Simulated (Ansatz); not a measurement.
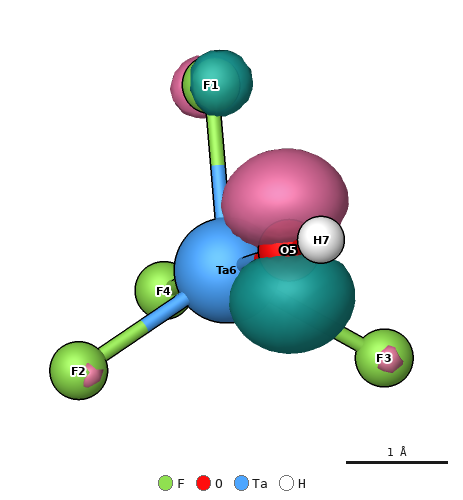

Figure 1: F₄HOTa (SMILES [OH][Ta]([F])([F])([F])[F]). The HOMO at ±0.3 Å⁻³ᐟ² (teal and pink are the two phases), seen at an oblique angle.

Geometry: PBE0-D4/def2-SVP; core potentials replace the inner electrons of Ta.

Computed with isolated molecule in a Gaussian basis; Kohn-Sham density functional theory, functional PBE0 (Ansatz).

```xyz
7

F     0.9826   -0.1897    1.3843
F    -1.9370    0.4311    0.1584
F     0.7084    1.4358   -1.3893
F    -0.1361    2.1322    0.9800
O    -0.0231   -1.1078   -0.9302
Ta   -0.0800    0.5064    0.0206
H     0.0078   -1.9323   -1.4150
```

Q: What is the character of this orbital?

A: By Hirshfeld shares it lies mainly on O5 (about 70 %); largely a lone pair of O5. It is one of a degenerate set, so its orientation is arbitrary. Its energy is −10.69 eV.
